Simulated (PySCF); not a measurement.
## Run report: CH5OSi (charge +1), single-point calculation

- system: CH5OSi, charge +1
- method: M06-L/def2-SVPD, RKS (PySCF 2.14.0)

The geometry is that of the parent species in another charge or spin state. The geometry comes from this level: PBE0-D4/def2-TZVP.

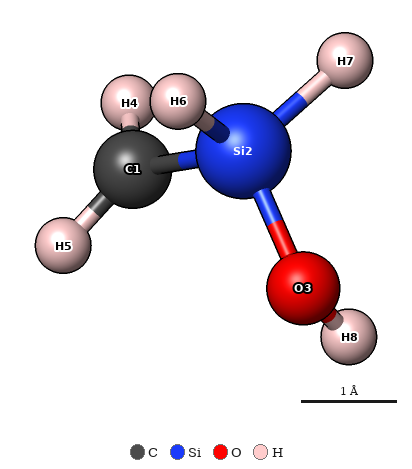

Figure 1. The structure as given in the input (ball-and-stick view, seen at a tilt; atoms are numbered from 1 in the order of the input).

## Summary

- outcome: converged
- total energy: −405.274615 hartree
- basis functions: 107
- HOMO: −13.51 eV
- LUMO: −12.30 eV
- hardware: 1 thread of AMD EPYC (Zen 5), 16 GiB of memory available, shared host
- wall time: 21 s
- peak memory: 0.59 GiB

## Remarks

Further notes kept with the run: dipole of an ion depends on the origin.

## The input (run.py)
```python
from pyscf import gto, dft

mol = gto.Mole()
mol.atom = 'input.xyz'
mol.spin = 0
mol.charge = 1
mol.verbose = 3
mol.basis = 'def2-svpd'
mol.max_memory = 1860
mol.build()

mf = dft.RKS(mol)
mf.xc = 'm06-l'
mf.conv_tol = 1e-10
mf.grids.level = 5
mf.kernel()
if not mf.converged:
    mf = mf.newton().run(mf.mo_coeff, mf.mo_occ)

e_final = mf.e_tot
print('E = %.10f Eh' % e_final)
```

## File input.xyz
```
8
CH5OSi
C     -0.861500     0.517800    -0.791400
Si     0.654000    -0.005200     0.111100
O      0.302800    -0.724400     1.554400
H     -0.970800     0.416800    -1.867000
H     -1.703100     0.991500    -0.293300
H      1.495600     1.161100     0.480600
H      1.431000    -0.912300    -0.779800
H     -0.255800    -1.502300     1.529400
```

Launch command:
```bash
OMP_NUM_THREADS=1 python run.py
```

## Output
```
converged SCF energy = -405.274614958118
E = -405.2746149581 Eh
```

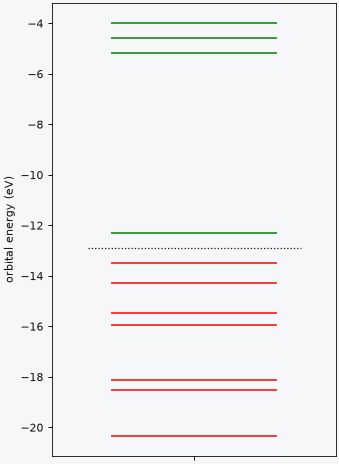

Figure 2. Orbital energies near the frontier; the dotted line parts filled from empty levels, and levels within 0.02 eV of each other stand side by side. Highest filled −13.51 eV, lowest empty −12.30 eV, 1.21 eV apart.
